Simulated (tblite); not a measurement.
**Geometry relaxation of CH2Cl2F4Ga2**

System: CH2Cl2F4Ga2.
Method: GFN2-xTB geometry optimisation, gas phase (tblite 0.8.0).

It belongs to a series of runs on one base structure; here: H on Ga replaced by CHF2.

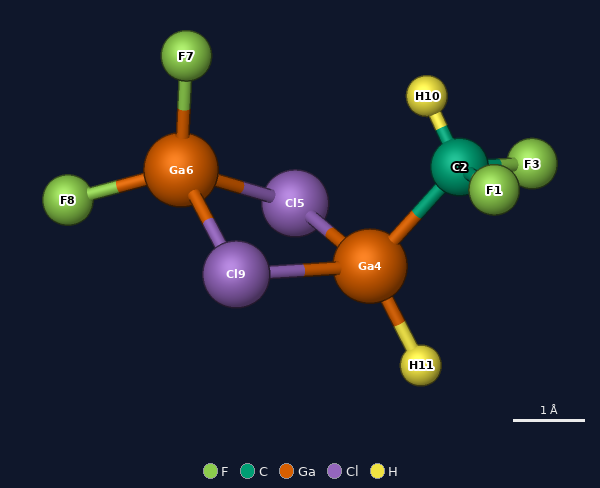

Figure 1. The structure as given in the input (ball-and-stick view, seen at a tilt; atoms are numbered from 1 in the order of the input). Sticks mark near contacts.

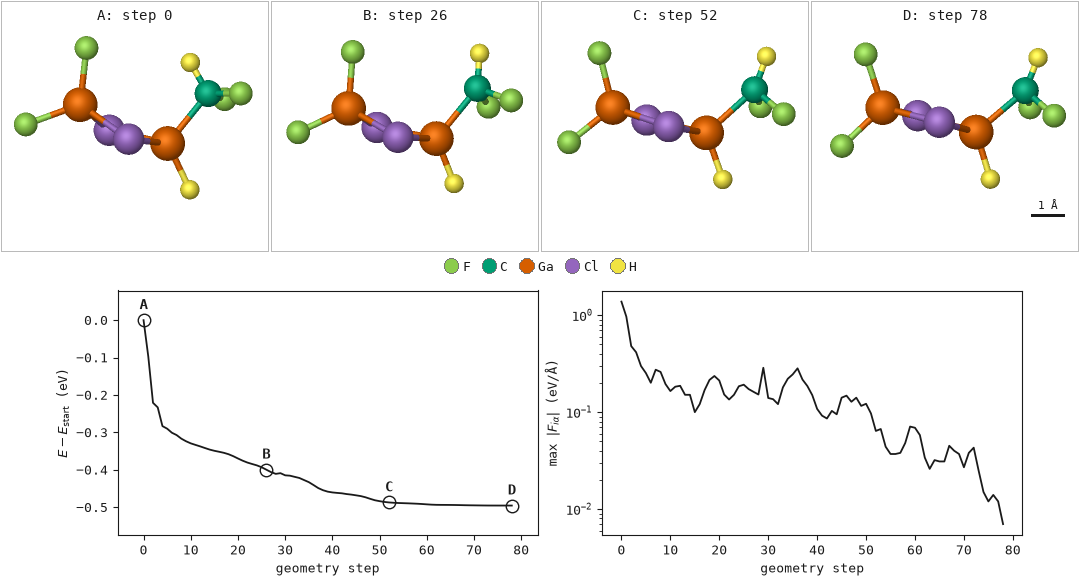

Figure 2. Frames of the relaxation (ball-and-stick view, seen at a tilt) above the curves, on which the letters mark them (steps are counted from 0).

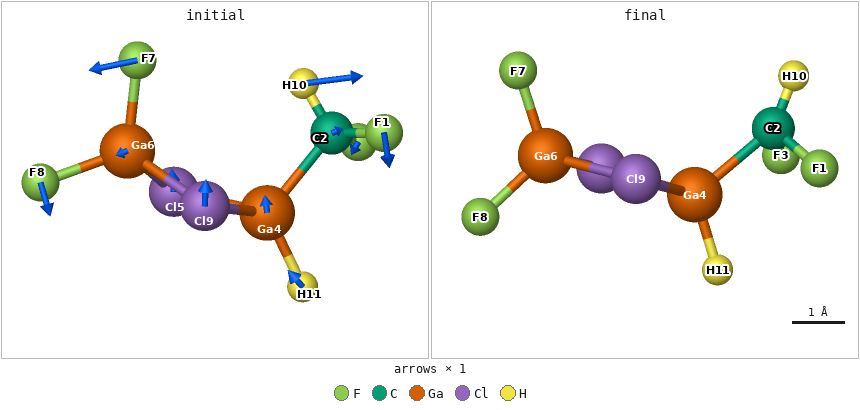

Figure 3. Before (left) and after (right) the relaxation, at one scale (ball-and-stick view, seen at a tilt). The blue arrows give the displacements, at true length. H10 moves most after the best rigid fit: 1.18 Å. By element the largest moves are H 1.18 Å, F 0.98 Å, Cl 0.54 Å, Ga 0.36 Å, C 0.24 Å. Among the contacts that change: Ga4–Cl9 2.194 → 2.293 Å, Ga4–H11 1.612 → 1.530 Å, Ga6–F8 1.803 → 1.743 Å, Ga4–Cl5 2.228 → 2.274 Å. Among the angles that change: Ga4–C2–H10 111.2° → 150.4°, F1–C2–Ga4 111.4° → 92.8°, F3–C2–Ga4 105.2° → 89.3°. After 78 geometry steps the energy has fallen by 0.495 eV. The largest force component goes from 1.4 to 0.007 eV/Å. (Atoms are counted from 1 in the order of the input.)

The input and output of the run follow.

**The input**
```
{"job": {"kind": "relax", "xc": "GFN2-xTB", "basis": "xTB"}, "charge": 0, "multiplicity": 1}
F     -2.372500     1.606700    -0.521200
C     -1.748900     0.723500     0.316600
F     -2.686900    -0.040200     1.009000
Ga    -0.639900    -0.604200    -0.709100
Cl     0.662700    -1.629300     0.779800
Ga     2.220800    -0.194800     0.189400
F      2.312700     1.300800     1.160900
F      3.797900    -1.033100    -0.056900
Cl     1.133100     0.249400    -1.679600
H     -1.149900     1.224100     1.102400
H     -1.523700    -1.600200    -1.617100
```

The first line tells a small driver script what to run in tblite; the rest is the geometry in Å.

Command:
```bash
OMP_NUM_THREADS=1 python <driver script> task.json out
```

**Output**
```
step      E/eV     max force
  0    -921.18976    1.626
  1    -921.28682    1.179
  2    -921.41061    0.556
  3    -921.42283    0.492
  4    -921.47286    0.362
  5    -921.47975    0.293
  6    -921.49057    0.268
  7    -921.49681    0.289
  8    -921.50640    0.292
  9    -921.51338    0.254
 10    -921.51897    0.211
 11    -921.52308    0.186
 12    -921.52708    0.211
 13    -921.53143    0.194
 14    -921.53561    0.157
 15    -921.53882    0.142
 16    -921.54143    0.129
 17    -921.54421    0.178
 18    -921.54797    0.246
 19    -921.55323    0.287
 20    -921.55941    0.264
 21    -921.56531    0.207
 22    -921.57030    0.169
 23    -921.57413    0.158
 24    -921.57780    0.195
 25    -921.58274    0.250
 26    -921.58926    0.283
 27    -921.59580    0.233
 28    -921.60049    0.170
 29    -921.59862    0.402
 30    -921.60440    0.141
 31    -921.60532    0.137
 32    -921.60842    0.125
 33    -921.61147    0.193
 34    -921.61704    0.242
 35    -921.62259    0.283
 36    -921.63031    0.311
 37    -921.63842    0.255
 38    -921.64411    0.246
 39    -921.64799    0.192
 40    -921.65010    0.119
 41    -921.65136    0.101
 42    -921.65243    0.114
 43    -921.65444    0.130
 44    -921.65588    0.099
 45    -921.65781    0.144
 46    -921.65984    0.155
 47    -921.66301    0.179
 48    -921.66717    0.179
 49    -921.67100    0.123
 50    -921.67346    0.126
 51    -921.67549    0.103
 52    -921.67687    0.072
 53    -921.67774    0.080
 54    -921.67835    0.057
 55    -921.67879    0.056
 56    -921.67922    0.055
 57    -921.67975    0.054
 58    -921.68032    0.067
 59    -921.68106    0.093
 60    -921.68195    0.088
 61    -921.68276    0.072
 62    -921.68322    0.039
 63    -921.68337    0.031
 64    -921.68344    0.033
 65    -921.68353    0.032
 66    -921.68371    0.033
 67    -921.68396    0.045
 68    -921.68425    0.047
 69    -921.68447    0.040
 70    -921.68463    0.030
 71    -921.68479    0.039
 72    -921.68496    0.043
 73    -921.68508    0.027
 74    -921.68512    0.019
 75    -921.68514    0.013
 76    -921.68516    0.014
 77    -921.68517    0.012
 78    -921.68518    0.008
```

**Trajectory as extended XYZ (Å, eV, eV/Å), 10 of the 79 frames kept, from step=0 to step=78**
```
11
Properties=species:S:1:pos:R:3:forces:R:3 step=0 energy=-921.18976
F    -2.3725    1.6067   -0.5212   -0.1140  -0.1070   0.4650
C    -1.7489    0.7235    0.3166    0.7590  -0.2800   0.4170
F    -2.6869   -0.0402    1.0090    0.0130   0.2680  -0.4610
Ga   -0.6399   -0.6042   -0.7091   -1.3810  -0.6330  -0.5790
Cl    0.6627   -1.6293    0.7798    0.0350  -0.4790   0.5520
Ga    2.2208   -0.1948    0.1894    0.9200   0.1300   0.2570
F     2.3127    1.3008    1.1609    0.0010  -0.4010  -0.2210
F     3.7979   -1.0331   -0.0569   -0.5830   0.2870   0.0710
Cl    1.1331    0.2494   -1.6796    0.3330   0.4400  -0.6500
H    -1.1499    1.2241    1.1024   -0.5280   0.6730  -0.0050
H    -1.5237   -1.6002   -1.6171    0.5450   0.1030   0.1540
11
Properties=species:S:1:pos:R:3:forces:R:3 step=9 energy=-921.51338
F    -2.3575    1.5902   -0.4988    0.0010  -0.1750   0.1260
C    -1.6728    0.7801    0.3812    0.1270  -0.0070  -0.1170
F    -2.6261   -0.0704    0.9465   -0.0660  -0.0090  -0.0900
Ga   -0.7253   -0.6509   -0.7286    0.0120   0.1950   0.1630
Cl    0.6610   -1.6723    0.8301   -0.0540  -0.0310  -0.0070
Ga    2.2200   -0.2178    0.1539   -0.0490   0.0930   0.0420
F     2.3296    1.2267    1.1422    0.0010  -0.0990  -0.0400
F     3.7502   -1.0098   -0.0546    0.0550  -0.0650  -0.0450
Cl    1.1362    0.2947   -1.7369   -0.0400   0.0030  -0.0450
H    -1.2920    1.4146    1.2005   -0.0730   0.0070  -0.0980
H    -1.4178   -1.6826   -1.6614    0.0850   0.0870   0.1100
11
Properties=species:S:1:pos:R:3:forces:R:3 step=17 energy=-921.54421
F    -2.3757    1.5453   -0.5260    0.0050  -0.0200   0.0080
C    -1.6642    0.8074    0.3920    0.0460   0.0060  -0.0910
F    -2.5964   -0.1209    0.8941    0.0140   0.0120   0.0640
Ga   -0.6834   -0.6006   -0.6708   -0.0140   0.0960   0.0340
Cl    0.6422   -1.6869    0.8380    0.0950   0.0070   0.0660
Ga    2.2037   -0.2389    0.1239    0.0080   0.0750   0.0610
F     2.3388    1.1802    1.1424   -0.0060  -0.0730  -0.0380
F     3.7337   -1.0353   -0.0869    0.0150  -0.0710  -0.0630
Cl    1.1177    0.3088   -1.7612    0.1130   0.0440   0.0090
H    -1.3723    1.4771    1.2171   -0.1690  -0.0500  -0.0280
H    -1.3386   -1.6337   -1.5886   -0.1080  -0.0270  -0.0230
11
Properties=species:S:1:pos:R:3:forces:R:3 step=26 energy=-921.58926
F    -2.4274    1.4250   -0.6231    0.0300  -0.0480  -0.0940
C    -1.6941    0.8627    0.4032    0.0020  -0.0260  -0.0880
F    -2.5073   -0.2151    0.8287   -0.1130  -0.1730   0.0650
Ga   -0.5881   -0.5018   -0.6006   -0.0540   0.1240   0.0550
Cl    0.7035   -1.6432    0.9081   -0.0870  -0.0040   0.0310
Ga    2.2609   -0.2857    0.1012    0.1590   0.1710   0.1600
F     2.3771    1.1055    1.1715    0.0910  -0.1020  -0.0680
F     3.7083   -1.1852   -0.2533    0.0460  -0.0250  -0.0310
Cl    1.2101    0.3794   -1.7441   -0.0790   0.0070  -0.0060
H    -1.6910    1.5776    1.2296    0.0780   0.0910   0.0580
H    -1.3465   -1.5166   -1.4471   -0.0730  -0.0150  -0.0810
11
Properties=species:S:1:pos:R:3:forces:R:3 step=35 energy=-921.62259
F    -2.4386    1.2995   -0.7159    0.0650  -0.0330   0.2420
C    -1.7442    0.8545    0.4208   -0.0050   0.0830  -0.1670
F    -2.5145   -0.2572    0.8382   -0.1480   0.0150   0.1100
Ga   -0.6165   -0.4572   -0.5790    0.2450  -0.1350  -0.0410
Cl    0.7025   -1.5752    0.9558   -0.0680   0.0390  -0.0560
Ga    2.3316   -0.2954    0.1273    0.1110   0.0300   0.0280
F     2.5634    1.0775    1.2024    0.0690  -0.1230  -0.0850
F     3.7386   -1.2408   -0.3373   -0.1330   0.0910   0.0390
Cl    1.2033    0.4085   -1.6798   -0.0300   0.0140   0.0390
H    -1.8217    1.6175    1.2024   -0.1190   0.0020  -0.1010
H    -1.3985   -1.4291   -1.4608    0.0140   0.0170  -0.0090
11
Properties=species:S:1:pos:R:3:forces:R:3 step=43 energy=-921.65444
F    -2.4642    1.1770   -0.7744   -0.0030  -0.0340   0.0840
C    -1.8094    0.8448    0.4261   -0.0480   0.0640  -0.1030
F    -2.5484   -0.2731    0.8808   -0.0420   0.0410   0.0130
Ga   -0.5966   -0.4424   -0.5321    0.0040   0.0190  -0.0160
Cl    0.6992   -1.5190    1.0058    0.0140  -0.0040  -0.0130
Ga    2.3645   -0.3046    0.1319    0.0540  -0.0240  -0.0340
F     2.8280    0.9853    1.2052    0.0160   0.0190   0.0330
F     3.7251   -1.2576   -0.4011   -0.0470  -0.0300  -0.0080
Cl    1.2026    0.4658   -1.6152   -0.0130   0.0400   0.0300
H    -2.0017    1.6623    1.1281    0.0110  -0.0450  -0.0090
H    -1.3937   -1.3359   -1.4811    0.0550  -0.0460   0.0210
11
Properties=species:S:1:pos:R:3:forces:R:3 step=52 energy=-921.67687
F    -2.5856    1.0775   -0.8271    0.0250   0.0200   0.0640
C    -1.9267    0.8623    0.3909    0.0230  -0.0290  -0.0540
F    -2.6018   -0.2581    0.9140   -0.0230  -0.0580   0.0120
Ga   -0.5845   -0.3809   -0.4677   -0.0010  -0.0150  -0.0470
Cl    0.7451   -1.4629    1.0256    0.0050   0.0530   0.0260
Ga    2.4443   -0.3021    0.1174   -0.0540  -0.0430  -0.0070
F     3.0731    0.8801    1.2326   -0.0010   0.0060  -0.0050
F     3.6564   -1.3830   -0.5130    0.0000  -0.0050  -0.0130
Cl    1.2120    0.6174   -1.5025   -0.0020   0.0360   0.0390
H    -2.1663    1.7040    1.0484    0.0210   0.0120  -0.0480
H    -1.2604   -1.3516   -1.4445    0.0070   0.0220   0.0340
11
Properties=species:S:1:pos:R:3:forces:R:3 step=61 energy=-921.68276
F    -2.6125    1.0505   -0.8429    0.0310   0.0020   0.0550
C    -1.9459    0.8518    0.3734    0.0020   0.0330  -0.0310
F    -2.6055   -0.2715    0.9113   -0.0100   0.0010   0.0070
Ga   -0.5768   -0.3653   -0.4666    0.0050  -0.0180  -0.0180
Cl    0.7402   -1.4031    1.0724   -0.0230  -0.0090   0.0230
Ga    2.4500   -0.3263    0.1143   -0.0260   0.0580   0.0340
F     3.1323    0.8410    1.2159    0.0090  -0.0040  -0.0050
F     3.6252   -1.4168   -0.5583    0.0120  -0.0330  -0.0290
Cl    1.2107    0.7022   -1.4331   -0.0070  -0.0030  -0.0200
H    -2.1854    1.7046    1.0176   -0.0120  -0.0450  -0.0240
H    -1.2268   -1.3645   -1.4300    0.0190   0.0170   0.0070
11
Properties=species:S:1:pos:R:3:forces:R:3 step=69 energy=-921.68447
F    -2.6072    1.0463   -0.8468    0.0070  -0.0240  -0.0030
C    -1.9448    0.8527    0.3704   -0.0130   0.0020  -0.0170
F    -2.5912   -0.2846    0.9036   -0.0100   0.0050  -0.0140
Ga   -0.5665   -0.3577   -0.4617   -0.0070  -0.0240   0.0100
Cl    0.7303   -1.3830    1.1055    0.0090   0.0290  -0.0240
Ga    2.4433   -0.3226    0.1194   -0.0190   0.0040   0.0110
F     3.1599    0.8296    1.2150    0.0040  -0.0040  -0.0060
F     3.5862   -1.4325   -0.5879   -0.0160   0.0030   0.0000
Cl    1.2079    0.7189   -1.4271    0.0250  -0.0070   0.0000
H    -2.2111    1.6969    1.0120    0.0140   0.0050   0.0370
H    -1.2013   -1.3614   -1.4284    0.0060   0.0110   0.0060
11
Properties=species:S:1:pos:R:3:forces:R:3 step=78 energy=-921.68518
F    -2.6084    1.0401   -0.8509    0.0040   0.0030   0.0040
C    -1.9492    0.8484    0.3678   -0.0060   0.0000  -0.0010
F    -2.5969   -0.2893    0.8979   -0.0010  -0.0020  -0.0040
Ga   -0.5638   -0.3570   -0.4587   -0.0020  -0.0010   0.0030
Cl    0.7294   -1.3629    1.1188    0.0020   0.0070  -0.0020
Ga    2.4418   -0.3158    0.1243    0.0000  -0.0040   0.0030
F     3.1841    0.8239    1.2151    0.0020  -0.0010  -0.0020
F     3.5562   -1.4413   -0.6022    0.0040  -0.0030   0.0040
Cl    1.2131    0.7265   -1.4206   -0.0020   0.0030  -0.0070
H    -2.2137    1.6911    1.0132   -0.0020  -0.0030   0.0020
H    -1.1872   -1.3611   -1.4307    0.0000   0.0000   0.0010
```

**Results in brief**

- outcome: converged
- total energy: −921.6852 eV
- hardware: 1 CPU thread, shared host
- wall time: 1.2 s
- peak memory: 0.18 GiB
